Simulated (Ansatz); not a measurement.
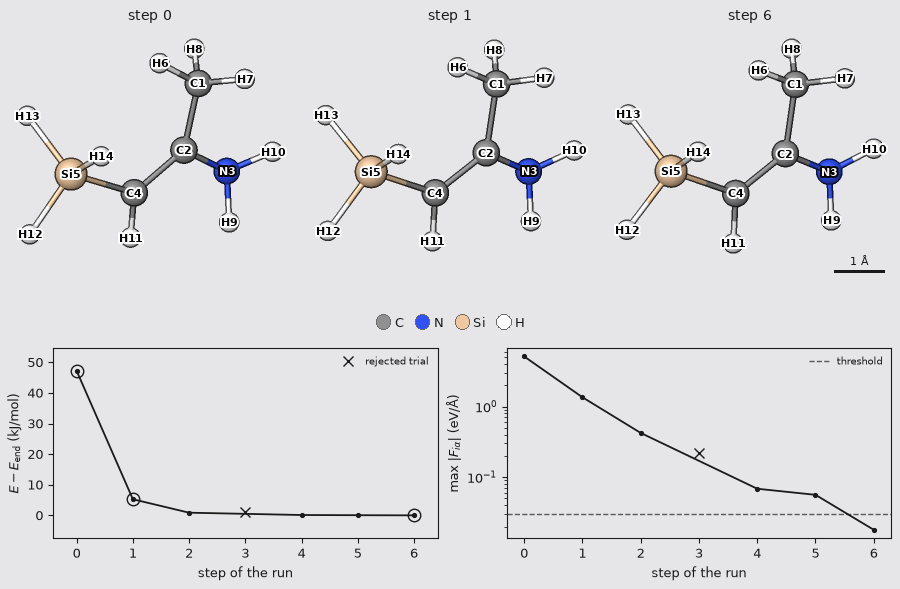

Frames of a relaxation of C3H9NSi (coarse preliminary run), marked on the history of the run. Style: ball-and-stick. Shown from a free direction.

The start comes from a force field.

All numbers below come from RKS PBE-D4/def2-SVP (Ansatz).

The input:
```yaml
crystal:
  periodic: [false, false, false]
  atoms:
    - {symbol: C, position_ang: [-1.383600, -0.553100, 0.491300]}
    - {symbol: C, position_ang: [0.044000, -0.291200, 0.702100]}
    - {symbol: N, position_ang: [0.502000, -0.772000, 1.889200]}
    - {symbol: C, position_ang: [0.946400, 0.341700, -0.162700]}
    - {symbol: Si, position_ang: [0.533600, 1.068700, -1.814300]}
    - {symbol: H, position_ang: [-1.806700, -0.058800, -0.452100]}
    - {symbol: H, position_ang: [-1.624400, -1.579100, 0.457900]}
    - {symbol: H, position_ang: [-1.965700, -0.044100, 1.293500]}
    - {symbol: H, position_ang: [1.543900, -0.908300, 1.956400]}
    - {symbol: H, position_ang: [0.021600, -1.572400, 2.285700]}
    - {symbol: H, position_ang: [1.907300, 0.450600, 0.127200]}
    - {symbol: H, position_ang: [1.810800, 1.615000, -2.357300]}
    - {symbol: H, position_ang: [-0.496300, 2.210900, -1.687000]}
    - {symbol: H, position_ang: [-0.045800, 0.063100, -2.701200]}
basis:
  gaussian: {orbitals: def2-SVP}
hamiltonian: {xc: pbe, dispersion: d4}
relax: {f_tol: 0.03, max_steps: 200}
```

Command:
```bash
ansatz run in.yaml --threads 4 --pin off --events-out ev --progress --plain --max-ram 10444MiB
```

### Describe the path.

Over 5 accepted moves (6 points after the start) the energy falls by 47.2 kJ/mol. Largest force component: 5.1 eV/Å at the start, 0.018 eV/Å at the end. The line search rejected the trial step at point 3 of the run. The largest move after the best rigid fit is that of H6, 0.17 Å. Largest moves by element: H 0.17 Å, C 0.08 Å, Si 0.06 Å, N 0.06 Å. Among the contacts that change: C4–H11 1.010 → 1.106 Å, C1–H7 1.054 → 1.112 Å, Si5–H14 1.461 → 1.512 Å, C1–C2 1.467 → 1.509 Å. Bond angles that change, for instance: H6–C1–H8 101.7° → 108.2°, C1–C2–C4 128.2° → 123.2°, N3–C2–C4 118.8° → 123.2°. The run took of the order of 50 core-seconds on a shared host. From step 0 to 1: H9 moves most (0.11 Å), energy −41.9 kJ/mol. From step 1 to 6: H atoms move most (0.09 Å), energy −5.27 kJ/mol.

| step | E − E(0), kJ/mol | largest force component, eV/Å | note |
| --- | --- | --- | --- |
| 0 | 0.00 | 5.1227 |  |
| 1 | -41.93 | 1.3544 |  |
| 2 | -46.32 | 0.4233 |  |
| 3 | -46.21 | 0.2207 | rejected |
| 4 | -47.08 | 0.0687 |  |
| 5 | -47.14 | 0.0563 |  |
| 6 | -47.19 | 0.0180 |  |
